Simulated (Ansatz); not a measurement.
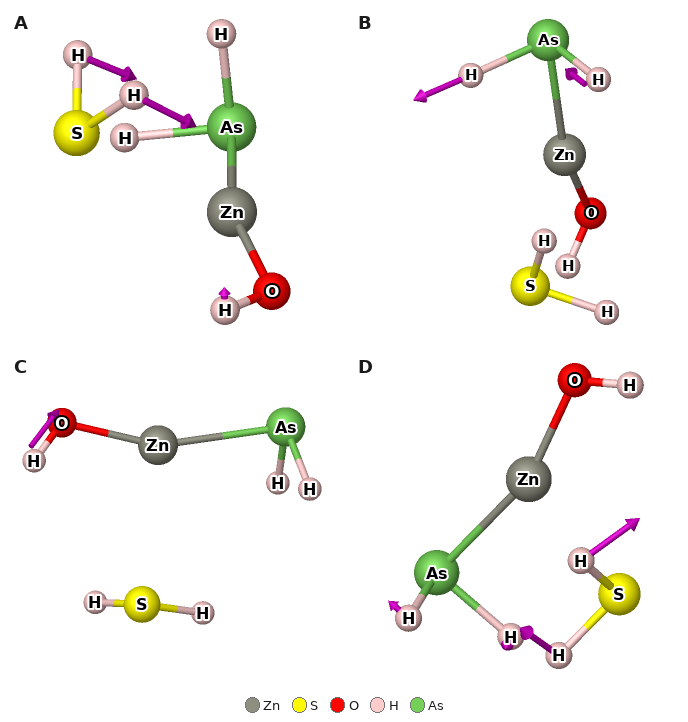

4 normal modes of one molecule or complex, as arrows. Harmonic vibrations computed with RKS PBE0-D4/def2-TZVP (Ansatz 0.2.0) at a stationary point of the same level.

Match the panels to the wavenumbers 40 cm⁻¹, 271 cm⁻¹, 2188 cm⁻¹, 3918 cm⁻¹.

Answer. A: 271 cm⁻¹
B: 2188 cm⁻¹, out-of-phase stretching of 2 As–H bonds
C: 3918 cm⁻¹, O–H stretching
D: 40 cm⁻¹
